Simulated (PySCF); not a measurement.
Consider C8H9N.

| atom | x (Å) | y (Å) | z (Å) |
| --- | --- | --- | --- |
| C | -2.6223 | 1.1324 | -0.1927 |
| C | -1.8806 | 0.0716 | -0.3742 |
| C | -1.5827 | -1.3243 | -0.0489 |
| C | -0.7058 | -0.5417 | -1.0147 |
| N | 0.5996 | -0.1574 | -0.5986 |
| C | 1.0947 | 1.1095 | -0.6149 |
| C | 2.3812 | 1.0796 | -0.1534 |
| C | 2.6783 | -0.2621 | 0.1570 |
| C | 1.5618 | -0.9975 | -0.1294 |
| H | -2.4119 | 2.0653 | -0.6902 |
| H | -3.4780 | 1.1163 | 0.4632 |
| H | -1.1768 | -1.5393 | 0.9299 |
| H | -2.2094 | -2.1107 | -0.4441 |
| H | -0.7745 | -0.7970 | -2.0713 |
| H | 0.4935 | 1.9297 | -0.9538 |
| H | 3.0390 | 1.9200 | -0.0474 |
| H | 3.6048 | -0.6373 | 0.5456 |
| H | 1.3805 | -2.0508 | -0.0385 |

Geometry: GFN2-xTB.

Theory: PBE0/pcSseg-1, SCF density, gas phase, non-relativistic (PySCF).

What will maps of the electron density and electron localisation function show?

C–N (1.36 Å): the density is about 2.3 e/Å³ at the midpoint; the ELF peaks at about 0.90 between the atoms (localised, covalent bonding).
C–H (1.07 Å): ρ at the midpoint is about 2.1 e/Å³; the ELF climbs to about 1 towards the hydrogen, as it does in any bond to H: an ordinary covalent bond to hydrogen.
C–C (1.37 Å): ρ at the midpoint is about 2.2 e/Å³; the ELF peaks at about 0.95 between the atoms (a covalent bond).
C–C (1.41 Å): the density is about 2 e/Å³ at the midpoint; the ELF peaks at about 0.95 between the atoms: a covalent bond.

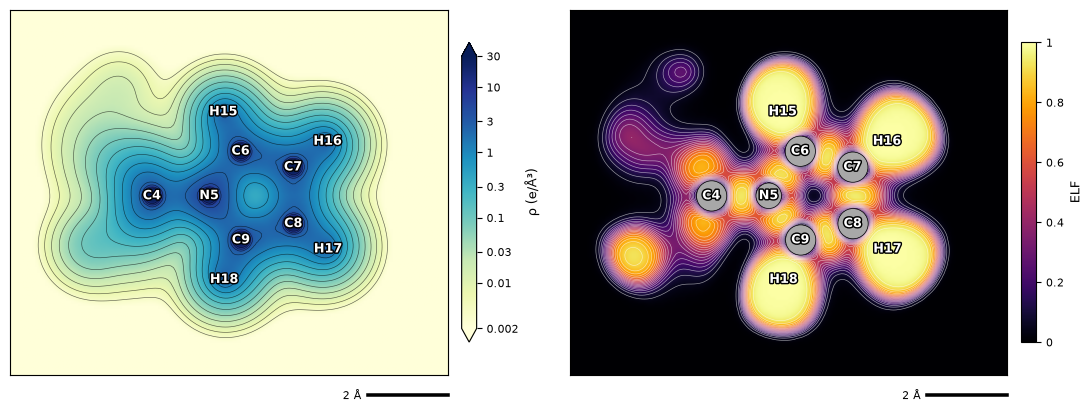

Computed electron density and electron localisation function on the plane of atoms C4, N5 and C9, in this order. Grey discs cover the atomic cores in the ELF map. 
